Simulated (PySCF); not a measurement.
# C₂H₈AlNSi (SMILES C=C[N]([AlH2])[SiH3]): what the fields show

```xyz
13

C    -1.2751   -0.6071    1.4026
C    -0.0334   -0.5417    0.9232
N     0.2850    0.0980   -0.2637
Al   -1.3059    0.8265   -0.8120
Si    1.9425    0.0425   -0.8169
H    -2.0993   -0.1575    0.8382
H    -1.5270   -1.0972    2.3237
H     0.7832   -0.9988    1.4729
H    -2.1784    0.0882   -1.8510
H    -1.6712    2.2560   -0.3593
H     1.9385    0.8191   -2.0550
H     2.3283   -1.3571   -1.0321
H     2.8085    0.6295    0.2117
```

Geometry: GFN2-xTB.

Method: PBE0/def2-SVPD, SCF density, gas phase in PySCF.

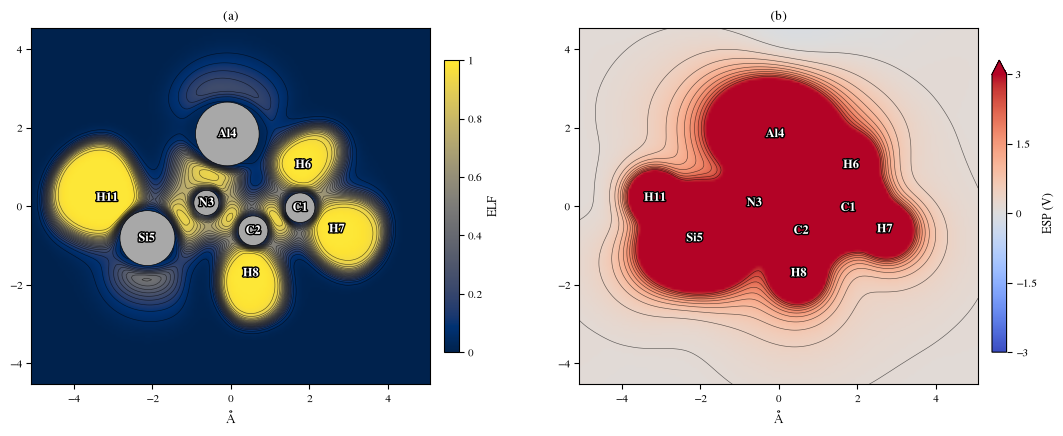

Figure 1. (a) electron localisation function; (b) molecular electrostatic potential on the plane of atoms N3, Si5 and H11. Grey discs cover the atomic cores in the ELF map.

What does the map show?

Answer. The section cuts through C, N, Al, Si and H sites. C–C (1.33 Å): the ELF peaks at about 0.95 between the atoms; a multiple bond. C–N (1.39 Å): the ELF peaks at about 0.90 between the atoms; a covalent bond. Si–N (1.75 Å): the ELF peaks at about 0.90 between the atoms: a shared but strongly polarised pair. Al–N (1.83 Å): the ELF peaks at about 0.90 between the atoms: a shared but strongly polarised pair. C–H (1.07 Å): the ELF climbs to about 1 towards the hydrogen, as it does in any bond to H (an ordinary covalent bond to hydrogen). The potential has no marked negative region in this plane.

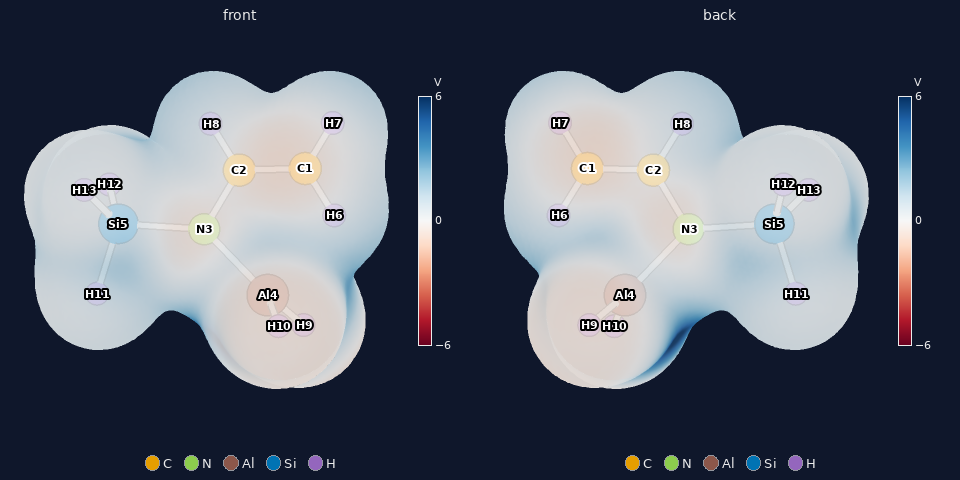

Figure 2. The electrostatic potential painted on the density surface at 0.004 e/bohr³, seen from the front and from behind; red is negative and blue positive.

Where is the surface potential most negative and most positive?

Answer. The most negative region (about −0.7 V) lies over the π face of C1, the most positive (about +5.2 V) over Al4.
